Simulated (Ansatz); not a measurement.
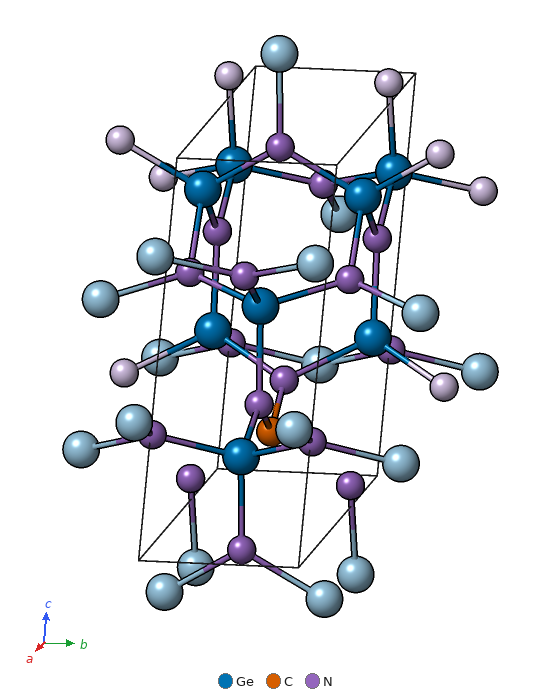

The figure gives a ball-and-stick picture of the atoms, viewed slightly off an axis. The wireframe shows the conventional unit cell. Neighbours across the faces are drawn wherever a bond reaches them, in fainter colours.

Ge5CN8, space group Pm (No. 6), a = 7.652 Å, b = 3.023 Å, c = 7.771 Å, α = 90.00°, β = 118.67°, γ = 90.00°. The structure was taken from a structure type filled with these elements by a generator (whether the compound takes this form wasn't checked). Earlier steps of the study, as a rule a relaxation of our own, may have changed the cell and positions, so they can lie some per cent off the listed ones. A calculation with Ansatz used it as input.

This one geometry was computed with Ansatz (DFT, plane waves, PAW) at five levels of theory: PBE0, r2SCAN, PBE, HSE06 and PBE with spin-orbit coupling. It was relaxed beforehand with r2SCAN.

Which level gives the highest pressure at this volume, and what does that say about its equilibrium volume?

Answer. Highest: PBE (6.4 GPa) and PBE with spin-orbit coupling (6.4 GPa), which points to the largest equilibrium volume. Lowest, with the smallest volume: PBE0 (-1.6 GPa) and HSE06 (-1.4 GPa). Levels within 0.5 GPa of each other can't be told apart.

How does the band gap change with the level of theory?

Answer. PBE with spin-orbit coupling: a gap of 1.21 eV, indirect; PBE: a gap of 1.21 eV, indirect; r2SCAN: a gap of 1.50 eV, indirect; HSE06: a gap of 2.53 eV, indirect; PBE0: a gap of 3.26 eV, indirect.

Collect the results in a table.

Answer.
| level | cutoff (eV) | k-mesh of the run's cell | gap (eV) | pressure (GPa) |
| --- | --- | --- | --- | --- |
| PBE0 | 420 | 2×6×2 | 3.26 | -1.6 |
| r2SCAN | 500 | 4×8×4 | 1.50 | 0.0 |
| PBE | 420 | 4×8×4 | 1.21 | 6.4 |
| HSE06 | 420 | 2×6×2 | 2.53 | -1.4 |
| PBE with spin-orbit coupling | 420 | 4×8×4 | 1.21 | 6.4 |

Gaps are taken on the k-mesh or band path of each run.
